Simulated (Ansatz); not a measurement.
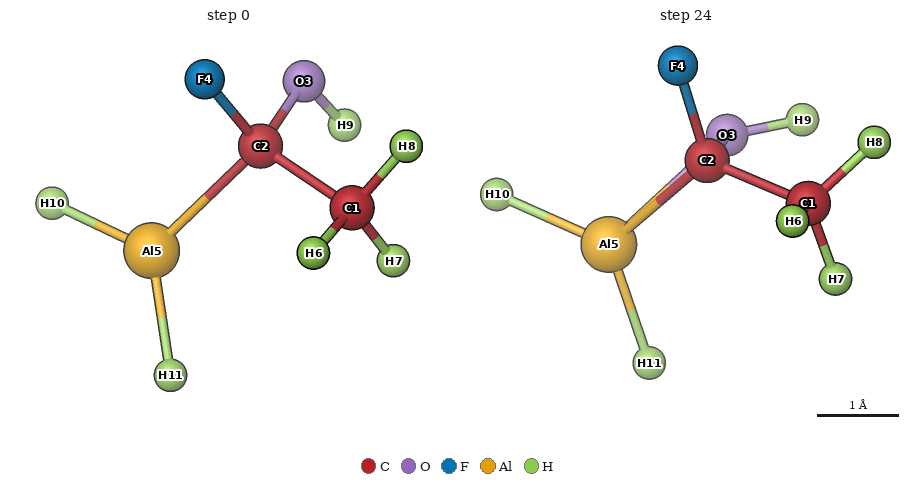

The structure of C$_{2}$H$_{6}$AlFO (coarse preliminary run) before (left) and after (right) a relaxation, at one scale.

A ball-and-stick model, seen at a tilt.

The start comes from a force field.

These are results of Ansatz 0.2.0, RKS PBE-D4/def2-SVP, not measurements.

Input file:
```yaml
crystal:
  periodic: [false, false, false]
  atoms:
    - {symbol: C, position_ang: [-0.867300, -0.630900, 0.787300]}
    - {symbol: C, position_ang: [-0.010500, 0.537000, 0.277800]}
    - {symbol: O, position_ang: [1.063200, 0.697800, 1.119400]}
    - {symbol: F, position_ang: [-0.652600, 1.731100, 0.265500]}
    - {symbol: Al, position_ang: [0.605900, 0.188200, -1.627300]}
    - {symbol: H, position_ang: [-1.817800, -0.649200, 0.130200]}
    - {symbol: H, position_ang: [-0.351100, -1.555900, 0.767400]}
    - {symbol: H, position_ang: [-1.204700, -0.356500, 1.808700]}
    - {symbol: H, position_ang: [1.614800, -0.135700, 1.157300]}
    - {symbol: H, position_ang: [1.540700, 1.257900, -2.327500]}
    - {symbol: H, position_ang: [0.144800, -1.140700, -2.338200]}
basis:
  gaussian: {orbitals: def2-SVP}
hamiltonian: {xc: pbe, dispersion: d4}
relax: {f_tol: 0.03, max_steps: 200}
```

Command:
```bash
ansatz run in.yaml --threads 4 --pin off --events-out ev --progress --plain --max-ram 10444MiB
```

### Describe what moved and what it gained.

The energy falls by 77.2 kJ/mol in 21 accepted moves (24 points after the start). Largest force component: 2.9 eV/Å at the start, 0.011 eV/Å at the end. The line search rejected the trial steps at points 15, 18, 21 of the run. The largest moves after the best rigid fit, 0.82 Å, are those of O3 and H11. By element the largest moves are O 0.82 Å, H 0.82 Å, C 0.31 Å, F 0.26 Å, Al 0.19 Å. Among the contacts that change: O3–Al5 2.831 → 2.013 Å, C2–O3 1.374 → 1.487 Å, C1–H6 1.156 → 1.107 Å, C1–H7 1.059 → 1.107 Å. Bond angles that change, for instance: O3–C2–Al5 110.9° → 68.8°, F4–C2–Al5 106.6° → 123.5°, C1–C2–Al5 110.5° → 125.4°. Groups turn about C2–O3 by about 85°. Cost: 33 s on 4 threads of Arm Neoverse V1, on a shared host.
